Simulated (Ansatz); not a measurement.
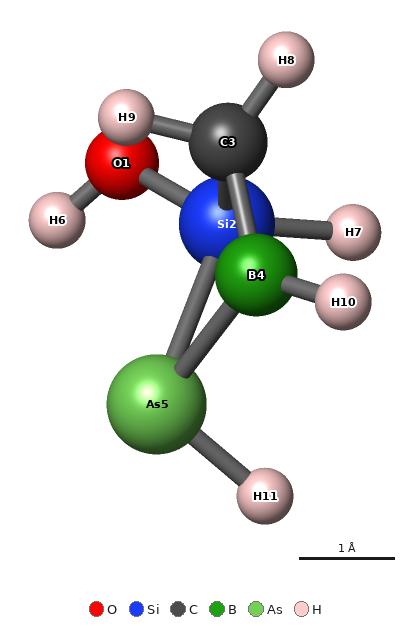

Figure 1. The structure as given in the input (ball-and-stick view, seen at an oblique angle; atoms are numbered from 1 in the order of the input).

**Run report: CH$_{6}$AsBOSi, phonon calculation**

- system: CH$_{6}$AsBOSi, SMILES O[SiH]1CB[AsH]1
- method: RKS r2SCAN/def2-SVP (Ansatz 0.2.0)

It belongs to a series of runs on one base structure; here: vibrations at the highest image of the band. Figures and captions count atoms from 1; the log counts them from 0 in places.

Input file
```yaml
crystal:
  periodic: [false, false, false]
  atoms:
    - { symbol: O, position_ang: [-2.093614, 0.708116, 0.811631] }
    - { symbol: Si, position_ang: [-0.59898, 0.66934, 0.068919] }
    - { symbol: C, position_ang: [0.726735, -0.258239, 1.067535] }
    - { symbol: B, position_ang: [1.282843, -0.731027, -0.304097] }
    - { symbol: As, position_ang: [-0.313818, -1.061002, -1.535558] }
    - { symbol: H, position_ang: [-2.811159, 0.283899, 0.325881] }
    - { symbol: H, position_ang: [-0.211603, 2.044127, -0.349185] }
    - { symbol: H, position_ang: [1.382694, 0.196282, 1.821712] }
    - { symbol: H, position_ang: [0.0632, -1.009762, 1.539541] }
    - { symbol: H, position_ang: [2.418044, -0.607167, -0.695326] }
    - { symbol: H, position_ang: [0.22106, -0.291466, -2.730554] }
basis:
  gaussian: { orbitals: def2-SVP }
hamiltonian:
  xc: r2scan
phonons: {}
```

Machine: 2 threads of AMD EPYC (Zen 4), 16 GiB of memory available, shared host.

Launch command:
```bash
ansatz run input.yaml --threads 2 --pin off --max-ram 3072MiB --backend cpu --events-out ev --progress --plain --runs-dir out
```

Log
```
Engine: ansatz 0.2.0, x86_64-unknown-linux-gnu
Functional definition: r2SCAN
  parameter k0 = 0.174
  parameter k1 = 0.065
  parameter a1 = 4.9479
  exchange = r2scan_x(k0 = k0, k1 = k1, a1 = a1)
  correlation = r2scan_c
1362 factors; their error is unknown
mean field evaluation 1: about -72551.9441 eV, gradient 6.9e1 eV
mean field evaluation 2: about -72526.8724 eV, gradient 1.2e2 eV
mean field evaluation 4: about -72562.1011 eV, gradient 1.0e1 eV
mean field evaluation 8: about -72562.3368 eV, gradient 1.9e-1 eV
mean field evaluation 16: about -72562.2509 eV, gradient 4.7e-4 eV
mean field -72562.25094709 eV, -2666.6135378453 hartree, gradient 1.0e-5 eV, S^2 0.000000; 0 other end points of the search recorded, 0 dependent functions left out
the calculation of the forces begins
reference -72562.25095749 eV, -2666.6135382274 hartree; 36, 36 occupied and 86, 86 virtual orbitals, 1362 factors
these checks for a lower state are left out or cut short: stability, starts, cluster_reference, orbital_swaps, neighbouring_geometries, increment
1362 factors; their error is unknown
mean field -72562.25076393 eV, -2666.6135311144 hartree, gradient 2.6e-6 eV, S^2 0.000000; 0 other end points of the search recorded, 0 dependent functions left out
[... from here on the field's lines of each further geometry are left out, up to the last ...]
the calculation of the forces begins
reference -72562.25091895 eV, -2666.6135368113 hartree; 36, 36 occupied and 86, 86 virtual orbitals, 1362 factors
these checks for a lower state are left out or cut short: stability, starts, cluster_reference, orbital_swaps, neighbouring_geometries, increment
1362 factors; their error is unknown
mean field evaluation 416: about -72562.2509 eV, gradient 1.7e-6 eV
mean field -72562.25091110 eV, -2666.6135365228 hartree, gradient 1.7e-6 eV, S^2 0.000000; 0 other end points of the search recorded, 0 dependent functions left out
the calculation of the forces begins
reference -72562.25092150 eV, -2666.6135369049 hartree; 36, 36 occupied and 86, 86 virtual orbitals, 1362 factors
WARN: phonons: modes at or below zero, which the zero-point energy, F, S and C_V leave out: 1, the lowest at -145.18 cm⁻¹. A minimum has none, and a first-order saddle one
Total energy: -72562.25095749 eV, -2666.6135382274 hartree
Atom 0 at    -2.093614     0.708116     0.811631 Å, force    -0.006401     0.002054    -0.001073 eV/Å
Atom 1 at    -0.598980     0.669340     0.068919 Å, force     0.003670    -0.000296    -0.004487 eV/Å
Atom 2 at     0.726735    -0.258239     1.067535 Å, force     0.006317    -0.001758    -0.002603 eV/Å
Atom 3 at     1.282843    -0.731027    -0.304097 Å, force     0.000122     0.003597     0.004809 eV/Å
Atom 4 at    -0.313818    -1.061002    -1.535558 Å, force     0.000962    -0.003307     0.000810 eV/Å
Atom 5 at    -2.811159     0.283899     0.325881 Å, force     0.000269     0.000348     0.002895 eV/Å
Atom 6 at    -0.211603     2.044127    -0.349185 Å, force     0.000489    -0.000993     0.000660 eV/Å
Atom 7 at     1.382694     0.196282     1.821712 Å, force    -0.001030    -0.001328     0.000426 eV/Å
Atom 8 at     0.063200    -1.009762     1.539541 Å, force    -0.001461    -0.000396    -0.001399 eV/Å
Atom 9 at     2.418044    -0.607167    -0.695326 Å, force    -0.000966     0.000279     0.000437 eV/Å
Atom 10 at     0.221060    -0.291466    -2.730554 Å, force    -0.001971     0.001801    -0.000475 eV/Å
Dipole moment:    -0.109814     0.021170     0.015874 e Å
Vibrations: -145.18 149.58 197.03 228.52 291.40 341.92 476.10 533.86 588.23 599.38 657.21 729.81 740.29 780.82 851.87 878.84 899.98 924.35 1043.24 1099.81 1372.63 2219.94 2236.67 2618.92 3036.37 3157.75 3878.77 cm⁻¹, zero-point energy 1.892823 eV
```

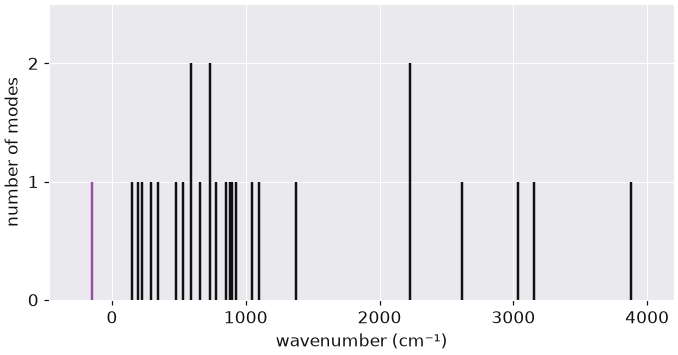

Figure 2. Harmonic vibrational wavenumbers from the force constants; neighbouring modes closer than 18 cm⁻¹ are counted in one stick, and imaginary ones are drawn at negative wavenumbers. 27 modes from 145i to 3879 cm⁻¹, 1 imaginary beyond 8i (145i cm⁻¹): a first-order saddle point, if the geometry is stationary.

Results in brief

```tsv
quantity	value
outcome	converged
total energy	−72562.2510 eV
mean-field energy	−72562.2510 eV
largest force (length of the vector)	0.007 eV/Å
wall time	1.7 min (CPU time 3.4 min)
peak memory	0.21 GiB
```
